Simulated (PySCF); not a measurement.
# SnH3O2 (SMILES [OH][SnH][OH]) at UTPSSh/x2c-TZVPall (sfX2C)

Aim: the vertical ionisation energy of SnH3O2 at UTPSSh/x2c-TZVPall (sfX2C), from 2 runs. 

Program for the calculation: PySCF 2.14.0.

### 1 The structure to begin with

SnH3O2: 6 atoms, total charge 0, spin state doublet. As SMILES, `[OH][SnH][OH]`. The coordinates come from a PBE0-D4/def2-TZVP relaxation. This is one conformer, not always the lowest.

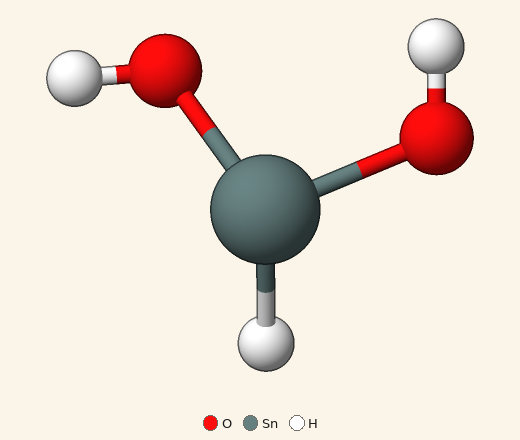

The structure, seen from a chosen angle (oxygen red, tin teal, hydrogen white).

### 2 A single-point energy at UTPSSh/x2c-TZVPall (sfX2C)

The input, run.py:

```python
# [OH][SnH][OH]
from pyscf import gto, dft

mol = gto.M(
    atom='''
O       -1.248300      -0.684700      -0.233400
Sn       0.417000       0.302500      -0.639600
O        1.413900      -0.038300       1.016700
H       -1.852000      -0.783400      -0.973600
H        0.128600       2.026100      -0.624300
H        1.182700      -0.886000       1.408100
''',
    charge=0,
    basis='x2c-tzvpall',
    max_memory=1860,
    spin=1,
    verbose=3,
)

myscf = dft.UKS(mol)
myscf.xc = 'tpssh'
myscf = myscf.sfx2c1e()
myscf.grids.level = 4
myscf.conv_tol = 1e-10
myscf.kernel()
if not myscf.converged:
    myscf = myscf.newton().run(myscf.mo_coeff, myscf.mo_occ)

etot = myscf.e_tot
print('E = %.10f Eh' % etot)
```

Launch:

```bash
OMP_NUM_THREADS=1 python run.py
```

The program printed:

```text
converged SCF energy = -6328.82843922926  <S^2> = 0.7546377  2S+1 = 2.0046323
E = -6328.8284392293 Eh
```

Run time: 2.1 min. Hardware: 1 thread of Arm Neoverse V1, shared host; peak memory 0.95 GiB.

### 3 The singlet cation at the same level

The input, input.xyz:

```xyz
6

O     -1.248300    -0.684700    -0.233400
Sn     0.417000     0.302500    -0.639600
O      1.413900    -0.038300     1.016700
H     -1.852000    -0.783400    -0.973600
H      0.128600     2.026100    -0.624300
H      1.182700    -0.886000     1.408100
```

The input, calc.py:

```python
from pyscf import gto, dft

mol = gto.M(
    atom='input.xyz',
    basis='x2c-tzvpall',
    verbose=3,
    charge=1,
    max_memory=1860,
)

mf = dft.RKS(mol, xc='tpssh')
mf = mf.x2c()
mf.grids.level = 4
mf.conv_tol = 1e-10
mf.kernel()
if not mf.converged:
    mf = mf.newton().run(mf.mo_coeff, mf.mo_occ)

etot = mf.e_tot
print('Final energy', etot)
```

Launch:

```bash
OMP_NUM_THREADS=1 python calc.py
```

The program printed:

```text
converged SCF energy = -6328.51694272106
Final energy -6328.5169427210585
```

Run time: 59 s. Hardware: 1 thread of Arm Neoverse V1, shared host; peak memory 0.93 GiB.

### 4 What came out

Level: UTPSSh/x2c-TZVPall (sfX2C).

```
                                          quantity           value
                      doublet SnH3O2: total energy  -6328.82844 Eh
                     doublet SnH3O2: dipole moment          2.37 D
doublet SnH3O2: HOMO energy (highest over α and β)        -5.80 eV
 doublet SnH3O2: LUMO energy (lowest over α and β)        -3.82 eV
                              doublet SnH3O2: ⟨S²⟩           0.755
                      singlet cation: total energy  -6328.51694 Eh
                       singlet cation: HOMO energy       -14.09 eV
                       singlet cation: LUMO energy       -11.10 eV
                     singlet cation: HOMO–LUMO gap         2.99 eV
vertical ionisation energy (to the singlet cation)        8.476 eV
```

**Reading.** Removing an electron at fixed nuclei costs 8.48 eV (195 kcal/mol). Only the singlet of the ionised species was computed; a triplet could lie lower. Mulliken charges (doublet SnH3O2) run from -0.65 on O1 to +0.73 on Sn2. Mulliken charges (singlet cation) run from -0.50 on O1 to +1.11 on Sn2.
